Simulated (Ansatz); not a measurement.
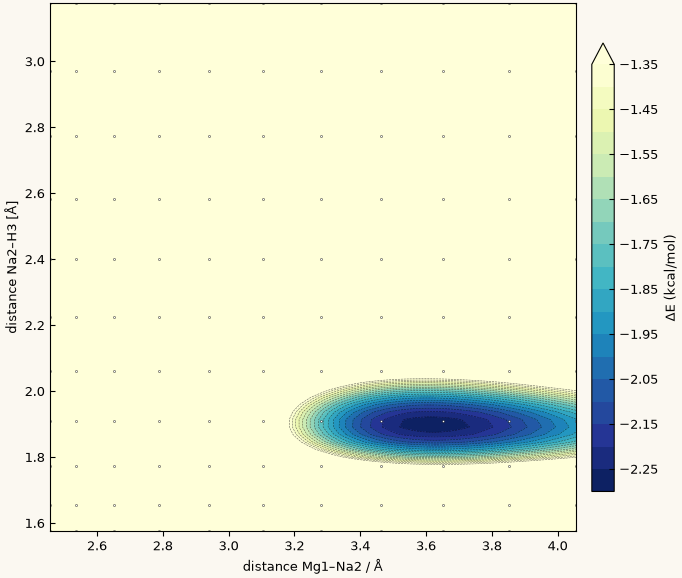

The system Mg + NaH. 
- Coordinates scanned: (1) distance Mg1–Na2; (2) distance Na2–H3.
- Nothing is relaxed (the angle Mg1–Na2–H3 is fixed at 180 degrees).
- The grid has 11 × 11 points.
- All energies are given in kcal/mol relative to Mg far from the relaxed NaH (each part in its own basis).
- The reference is spin-restricted, so regions where a bond is pulled apart into radicals lie too high.
- Computed with Ansatz, RKS wB97X-V/aug-cc-pVTZ.

The picture shows filled contours, dots at the grid points, one colour for all values above the top of the scale. Between grid points the surface is interpolated.

### Where is the minimum, and how stiff is the well along each coordinate?

The interpolated minimum is at distance Mg1–Na2 ≈ 3.618 Å, distance Na2–H3 ≈ 1.899 Å. The curvatures there are about 0.26 eV/Å² and 4.8 eV/Å², with a cross term of about 0.05 eV/Å². Round the minimum the two coordinates are nearly uncoupled. (1 eV is 23.1 kcal/mol.)
